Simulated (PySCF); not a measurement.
**C₄H₇ (SMILES [CH]=C(C)C) (doublet): density, localisation and related maps**

```xyz
11

C    -0.1749    1.6596   -0.3572
C     0.0079    0.4057   -0.0941
C     1.3639   -0.2489   -0.1040
C    -1.1270   -0.5487    0.2522
H    -0.9721    2.3612   -0.4216
H     1.3845   -1.0527   -0.8388
H     1.5774   -0.6798    0.8733
H     2.1384    0.4721   -0.3481
H    -0.9589   -0.9678    1.2429
H    -2.0850   -0.0365    0.2413
H    -1.1488   -1.3615   -0.4718
```

Geometry: GFN2-xTB.

Method: PySCF 2.14.0, density-fitted response routines, UKS B3LYP, pcH-1 on C H, non-relativistic, mean-field spin-orbit, GIAO.

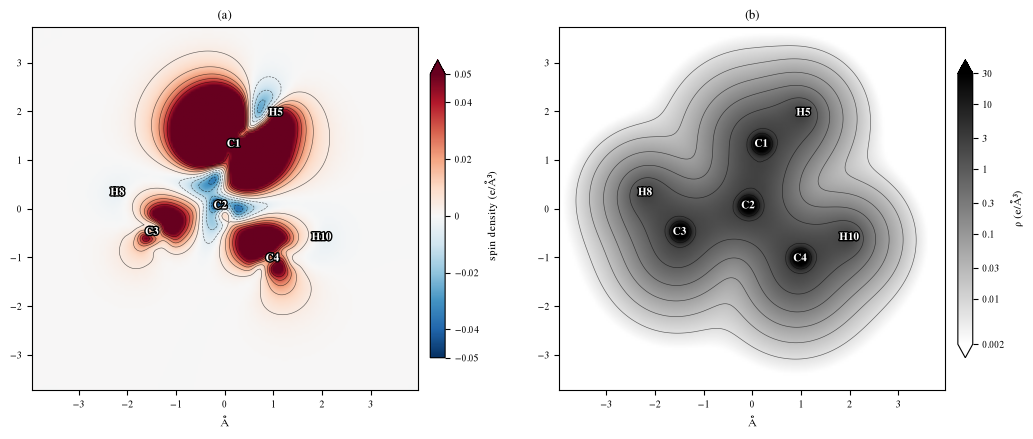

Figure 1. (a) spin density (α minus β); (b) electron density on the plane of atoms C3, C2 and C4.

**Describe what can be read from this map.**

The plane passes through C and H nuclei. C–C (1.29 Å): ρ is about 2.5 e/Å³ halfway. C–H (1.06 Å): ρ is about 2.1 e/Å³ halfway. The unpaired spin (1 electron) lies mostly on C1 (about 0.8), in electrons by Hirshfeld's partition.

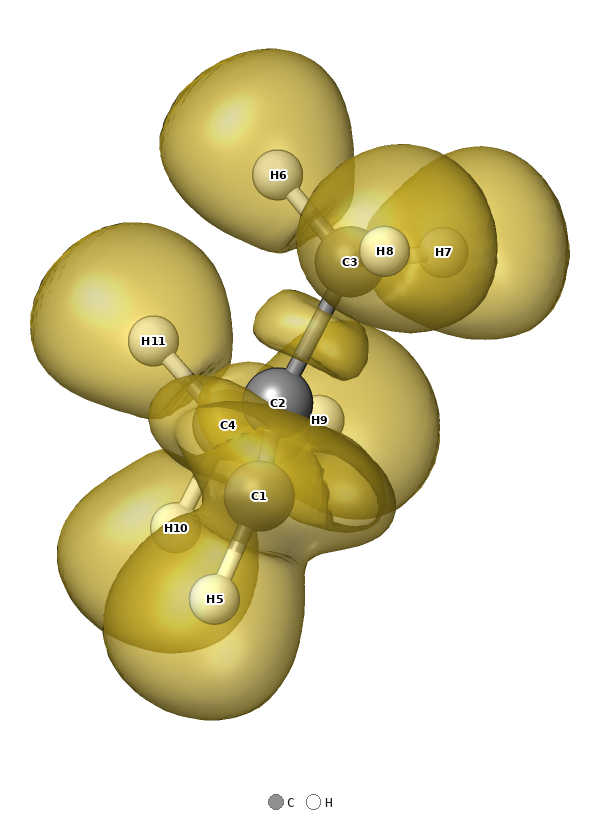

Figure 2. Isosurface of the ELF at 0.75 (yellow), seen at an oblique angle. Core shells and regions of very low density are left out.

**Where are the electrons localised?**

The surface consists of two regions between bonded C–C atoms (shared pairs), six regions around hydrogen nuclei and one joined region spread over several atoms (C, H), in which their bonds and any lone pairs are merged. Along the contacts the grid gives the following. C–C (1.29 Å): the ELF peaks at about 0.90 between the atoms (a short, multiple covalent bond). C–H (1.06 Å): the ELF climbs to about 1 towards the hydrogen, as it does in any bond to H: an ordinary covalent bond to hydrogen.

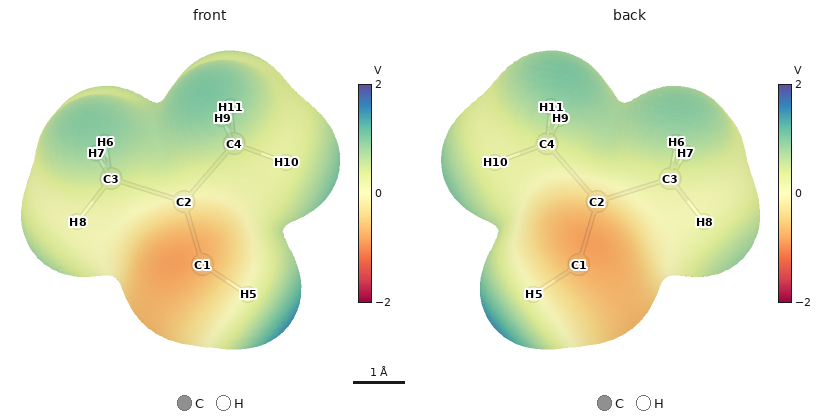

Figure 3. The molecular electrostatic potential painted on the density surface at 0.004 e/bohr³, seen from the front and from behind; the colour scale runs from red (negative) to blue (positive).

**Which sites attract a positive test charge, and which a negative one?**

A positive charge is drawn to the negative regions and a negative charge to the positive ones. The most negative region (about −0.9 V) lies over C1, the most positive (about +1.5 V) over H5.
